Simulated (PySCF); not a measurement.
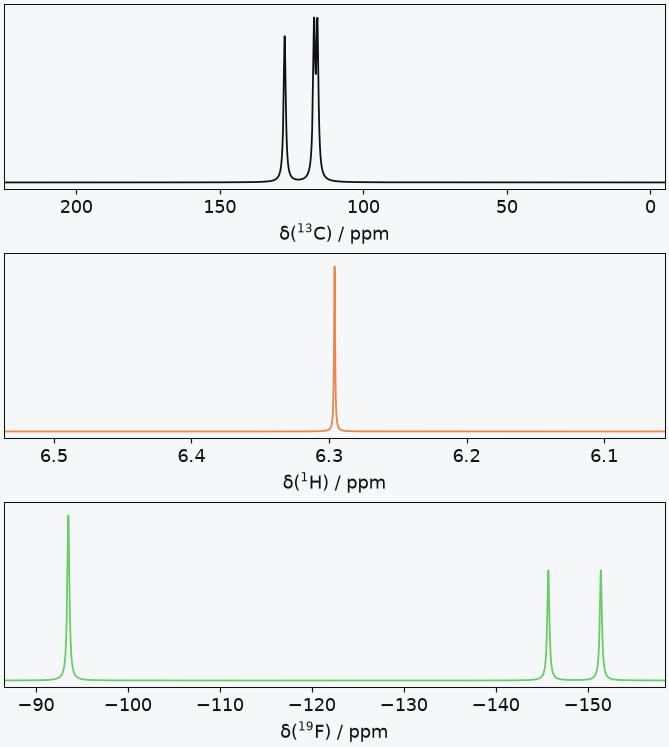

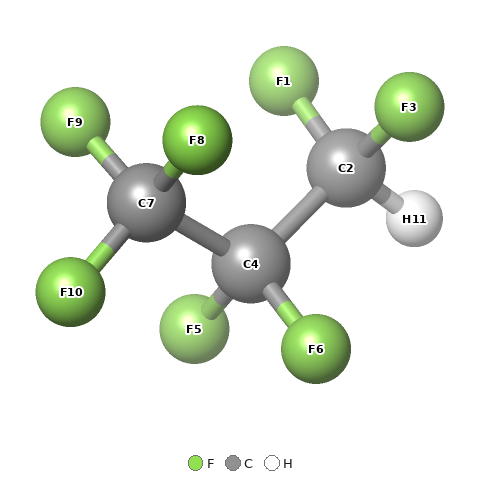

Spectrum and numbered structure of C₃HF₇, SMILES FC(F)C(F)(F)C(F)(F)F. GIAO shifts, PBE0/pcSseg-1 in PySCF 2.14.0, at a GFN2-xTB geometry (no frequency check), against TMS for ¹³C, TMS for ¹H and CFCl₃ for ¹⁹F computed at the same level (¹⁹F: this reference is a hard case for the method, so all values can be off together by tens of ppm, and differences between signals are safer). Gas phase, fully decoupled, line heights follow the number of nuclei, widths are arbitrary (no quadrupolar broadening); values of one conformer, averaged over methyl-type rotors and exact or near symmetry; other conformers aren't averaged in.

Q: Which atoms give which ¹³C line?

A:
```
δ (ppm)  nuclei  atoms
  127.4       1     C7
  117.1       1     C2
  116.0       1     C4
```

The order of signals that lie close, as those under 2 ppm apart, is within the error of the method.

Q: Where does the ¹H line lie?

A: At 6.30 ppm (H11).

Q: Assign the ¹⁹F signals to the numbered atoms.

A:
```csv
δ (ppm),nuclei,atoms
−93.5,3,"F8, F9, F10"
−145.7,2,"F5, F6"
−151.4,2,"F1, F3"
```

Caveats: the tight-binding geometry is rougher than a DFT one and adds to the error.
